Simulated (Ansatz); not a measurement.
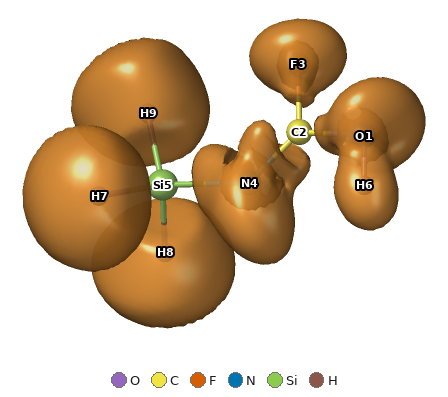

*CH$_{4}$FNOSi (SMILES OC(F)=N[SiH3]). Isosurface of the electron localisation function at 0.75 (orange), seen at a tilt. Core shells and regions of very low density are left out.*

Geometry: PBE0-D4/def2-TZVP.

Computed with RKS PBE0-D4/def2-TZVPP in Ansatz.

Input

```
crystal:
  periodic: [false, false, false]
  atoms:
    - {symbol: O, position_ang: [-1.699013, 1.438153, 1.020917]}
    - {symbol: C, position_ang: [-0.711861, 0.588319, 0.776762]}
    - {symbol: F, position_ang: [-0.268486, 0.147383, 1.949274]}
    - {symbol: N, position_ang: [-0.276710, 0.260208, -0.337522]}
    - {symbol: Si, position_ang: [0.991867, -0.825921, -0.777312]}
    - {symbol: H, position_ang: [-2.010476, 1.749508, 0.162008]}
    - {symbol: H, position_ang: [1.996273, -0.059029, -1.555110]}
    - {symbol: H, position_ang: [0.407018, -1.879169, -1.643603]}
    - {symbol: H, position_ang: [1.659789, -1.465850, 0.387487]}
basis:
  gaussian: {orbitals: def2-TZVPP}
hamiltonian: {xc: pbe0, dispersion: d4}
output: {orbitals: {seedname: orbitals}}
```

Run with:

```sh
ansatz run in.yaml --threads 2 --pin off --events-out ev --progress --plain --max-ram 4352MiB
```

**Describe the localisation domains.**

The surface consists of three regions around hydrogen nuclei, one region on F in which the atom's valence shell and bonds are merged, one region on N in which the atom's valence shell and bonds are merged and one joined region spread over several atoms (H, O), in which their bonds and any lone pairs are merged.

Values along the shortest contacts:
C–N (1.24 Å): the ELF peaks at about 0.90 between the atoms (a short, multiple covalent bond). C–O (1.33 Å): the ELF peaks at about 0.90 between the atoms; a shared but strongly polarised pair.
